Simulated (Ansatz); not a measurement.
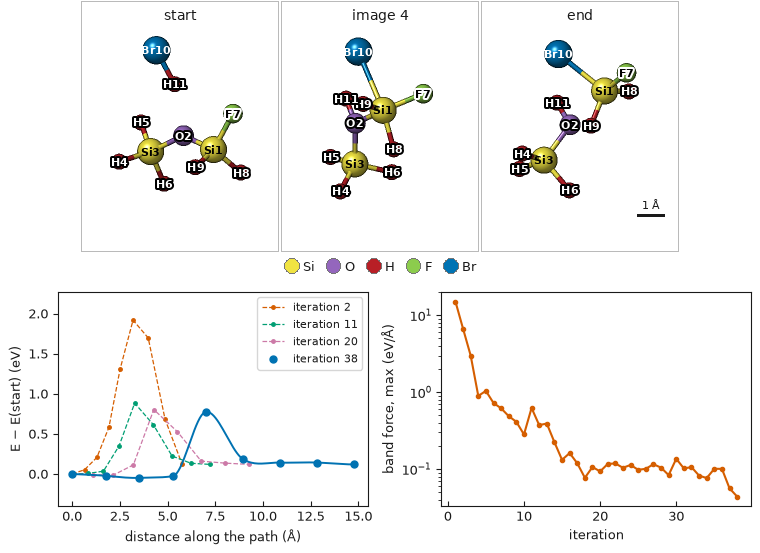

NEB run on Si$_{2}$H$_{6}$OBrF. Images are numbered from 0 (start) to 8 (end). The plot follows the band through its iterations. The picture is a ball-and-stick view, seen from a free direction.

Theory: Ansatz, RKS PBE-D4/def2-SVP. Run with 7 movable images; climbing image; force threshold 0.05 eV/Å; iteration limit 60; starting path through a guess of the saddle point.

How did the profile develop, and is the result final?

The run is converged, with reservations. The band converged in 38 iterations. The largest component of the band force went from 15 to 0.044 eV/Å. The climbing image converged on the top of the path. Its vibrational analysis gives one imaginary mode (86i cm⁻¹), as a transition state must have. The first iteration put the highest image at 4.67 eV. The energy climbs by 0.78 eV to image 4 and then falls by 0.66 eV, so the end point sits at +0.12 eV. Image 2 lies below both ends, at −0.05 eV, which points to an intermediate minimum that so few images don't resolve.

The run took 6.4 min on 4 threads of Arm Neoverse V1, on a shared host, peak memory 0.18 GiB.
